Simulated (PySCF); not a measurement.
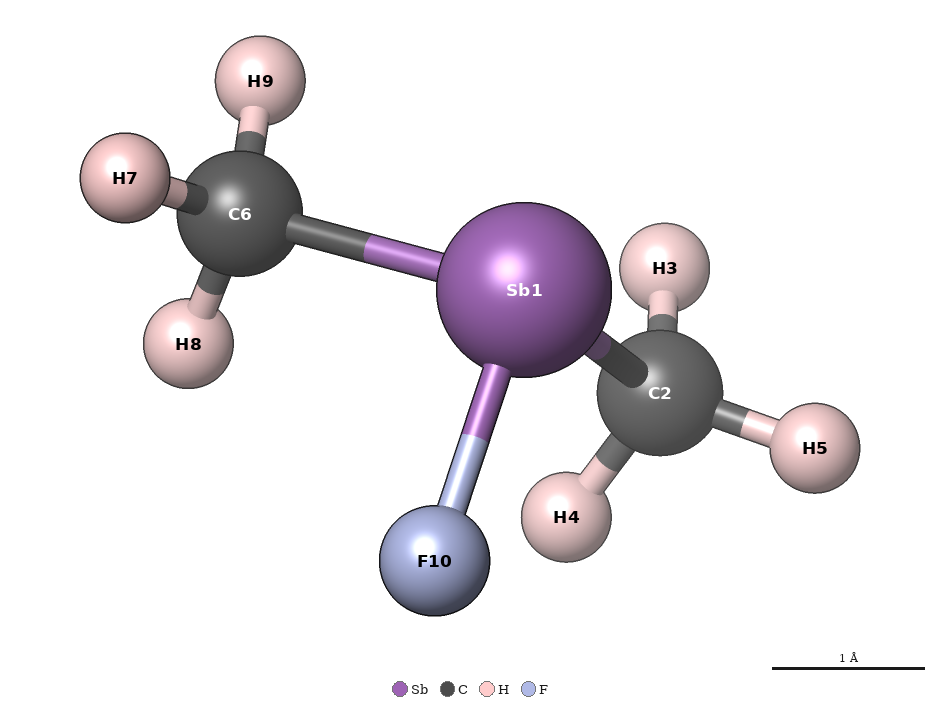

Orthographic view. Distant atoms are faded towards the background colour. Computed geometry: PBE0-D3(BJ)/def2-SVP optimisation. No frequency run is at hand to confirm it as a minimum.

Give the geometry as a Z-matrix, atoms in numerical order, with these reference atoms: 2 to 1; 3 to 2, 1; 4 to 2, 3, 1; 5 to 2, 4, 3; 6 to 1, 2, 5; 7 to 6, 1, 2; 8 to 6, 7, 1; 9 to 6, 7, 8; 10 to 1, 6, 7.

```
Sb 
C    1   2.158
H    2   1.100   1   110.0
H    2   1.100   3   109.6   1   118.5
H    2   1.099   4   109.4   3  -119.7
C    1   2.158   2    93.5   5  -178.7
H    6   1.099   1   110.2   2   170.4
H    6   1.099   7   109.4   1   119.7
H    6   1.101   7   109.0   8   119.7
F    1   1.951   6    93.8   7    76.5
```
